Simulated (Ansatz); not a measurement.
## What a change does: single-point calculation on Ru3

System: Ru3.
Method of run A: RKS PBE with 50 % exact exchange/def2-TZVP (Ansatz 0.2.0).

The geometry comes from this level: r2SCAN-D4/def2-TZVP. Text and figures count atoms from 1; the logs count them from 0 in places.

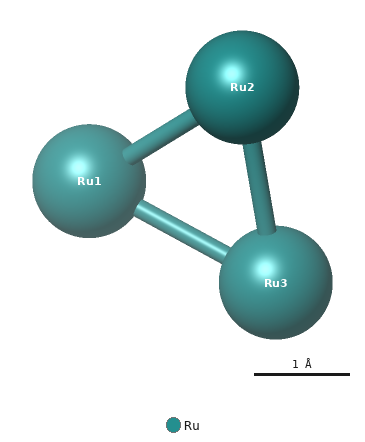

Figure 1. The input geometry (ball-and-stick view, seen at a tilt; atoms are numbered from 1 in the order of the input). Sticks mark near contacts.

## The input, run A
```yaml
crystal:
  periodic: [false, false, false]
  atoms:
    - {symbol: Ru, position_ang: [-0.349899, -0.173715, 0.007750]}
    - {symbol: Ru, position_ang: [-2.599264, 0.057756, -0.120296]}
    - {symbol: Ru, position_ang: [-1.687937, -1.992141, 0.189647]}
basis:
  gaussian: {orbitals: def2-TZVP, initial_orbitals: start.molden}
hamiltonian: {xc: {text: "exchange = 0.50*pbe_x + 0.50*exact_x\ncorrelation = pbe_c"}}
scf: {omitted_lower_state_checks: [starts]}
output: {orbitals: {seedname: orbitals}}
```

Launched with:
```bash
ansatz run in.yaml --threads 4 --pin off --events-out ev --progress --plain --max-ram 3916MiB
```

Hardware: 4 threads of Arm Neoverse V2, 23 GiB of memory available, shared host.

## Output (run A)
```
Functional definition: unnamed
  exchange = 0.50*pbe_x + 0.50*exact_x
  correlation = pbe_c
these checks for a lower state are left out or cut short: starts
1335 factors; their error is unknown
mean field evaluation 1: about -7735.2170 eV, gradient 6.4e0 eV
mean field evaluation 2: about -7735.3955 eV, gradient 2.9e-1 eV
mean field evaluation 4: about -7735.4795 eV, gradient 1.3e-1 eV
mean field evaluation 8: about -7735.4795 eV, gradient 2.6e-4 eV
mean field -7735.47949094 eV, -284.2736279959 hartree, gradient 6.8e-6 eV, S^2 0.000000; 0 other end points of the search recorded, 0 dependent functions left out
reference -7735.47951081 eV, -284.2736287261 hartree; 24, 24 occupied and 96, 96 virtual orbitals, 1335 factors
Total energy: -7735.47951081 eV, -284.2736287261 hartree
Checks for a lower state left out: starts
```

The input of run B differs as follows (lines with − go, lines with + come):
```diff
-    - {symbol: Ru, position_ang: [-0.349899, -0.173715, 0.007750]}
-    - {symbol: Ru, position_ang: [-2.599264, 0.057756, -0.120296]}
-    - {symbol: Ru, position_ang: [-1.687937, -1.992141, 0.189647]}
+    - {symbol: Ru, position_ang: [-0.274078, -0.202793, 0.014873]}
+    - {symbol: Ru, position_ang: [-2.679654, 0.044570, -0.122041]}
+    - {symbol: Ru, position_ang: [-1.683367, -1.949876, 0.184269]}
+magnetization: {spin_polarized: true, initial_magnetization: 4}
```

How does run B compare with run A?

With the same method and basis, run B lies 71.7 kcal/mol lower. The HOMO goes from −6.20 to −5.16 eV. The LUMO goes from −1.26 to −1.48 eV. On the same kind of shared host run B took about 2.3 times as long.

## Output (run B)
```
Functional definition: unnamed
  exchange = 0.50*pbe_x + 0.50*exact_x
  correlation = pbe_c
these checks for a lower state are left out or cut short: starts
1335 factors; their error is unknown
mean field evaluation 1: about -7738.0201 eV, gradient 4.6e0 eV
mean field evaluation 2: about -7738.4491 eV, gradient 1.2e0 eV
mean field evaluation 4: about -7738.4933 eV, gradient 2.8e-2 eV
mean field evaluation 8: about -7738.5867 eV, gradient 1.6e-5 eV
mean field -7738.58668049 eV, -284.3878151054 hartree, gradient 6.8e-6 eV, S^2 7.592310; 0 other end points of the search recorded, 0 dependent functions left out
reference -7738.58670089 eV, -284.3878158552 hartree; 26, 22 occupied and 94, 98 virtual orbitals, 1335 factors
Total energy: -7738.58670089 eV, -284.3878158552 hartree
Checks for a lower state left out: starts
```

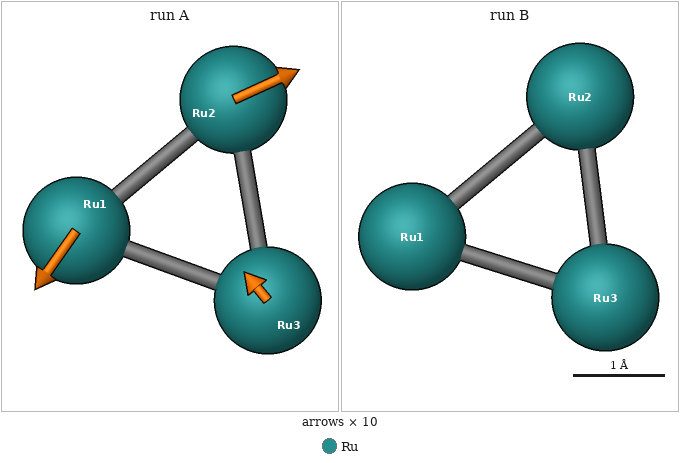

Figure 2. The two input geometries at one scale (ball-and-stick view, seen on its broad side). The orange arrows on the first give the shifts of the atoms after the best rigid fit, magnified 10 times. The largest moves after the best rigid fit, 0.082 Å, are those of Ru1 and Ru2. Among the contacts that change: Ru1–Ru2 2.265 → 2.422 Å, Ru1–Ru3 2.265 → 2.251 Å.

## The two runs side by side

```csv
quantity,run A,run B
outcome,converged,converged
total energy (hartree),−284.273629,−284.387816
HOMO (eV),−6.20,−5.16
LUMO (eV),−1.26,−1.48
basis functions,120,120
⟨S²⟩,–,7.592
wall time (shared host),4.2 s,9.5 s
```

For run B: ⟨S²⟩ is 7.59 against 6.00 for a pure state: the solution is spin-contaminated.
